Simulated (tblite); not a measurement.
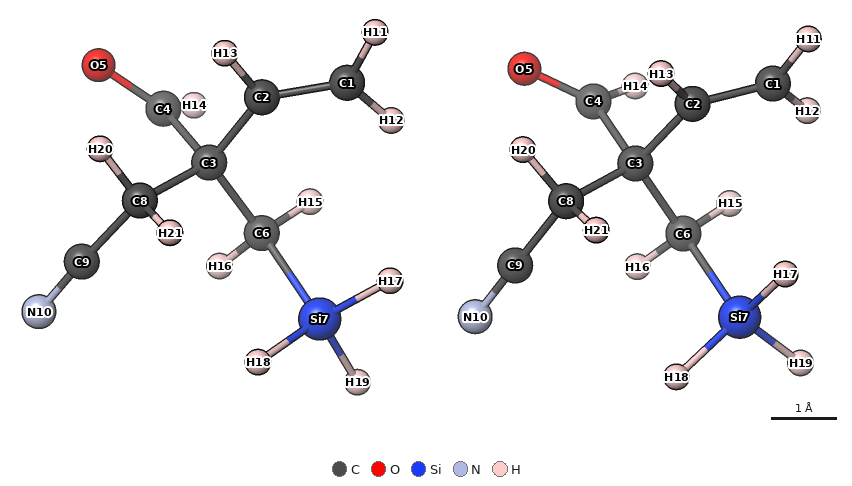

Two geometries of C7H11NOSi, drawn at one scale. One is the start of a relaxation, the other its converged end. The picture is a ball-and-stick view, seen face on.

The calculation used tblite 0.8.0, GFN2-xTB geometry optimisation, gas phase. 

### Which geometry has the lower energy?

The right one is the relaxed one. Over 99 geometry steps the energy falls by 7.14 kcal/mol. The atom that moves furthest after the best rigid fit is H17 (0.64 Å). Largest moves by element: H 0.64 Å, C 0.24 Å, N 0.18 Å, Si 0.15 Å, O 0.06 Å. Among the contacts that change: C3–C6 1.566 → 1.529 Å, C8–C9 1.476 → 1.439 Å, C4–O5 1.233 → 1.197 Å, C6–Si7 1.878 → 1.909 Å. Among the angles between lasting bonds that change: C3–C6–Si7 120.0° → 115.1°, C1–C2–H13 115.6° → 119.6°, C3–C4–H14 116.5° → 112.9°. Groups turn about C6–Si7 by about 20°.
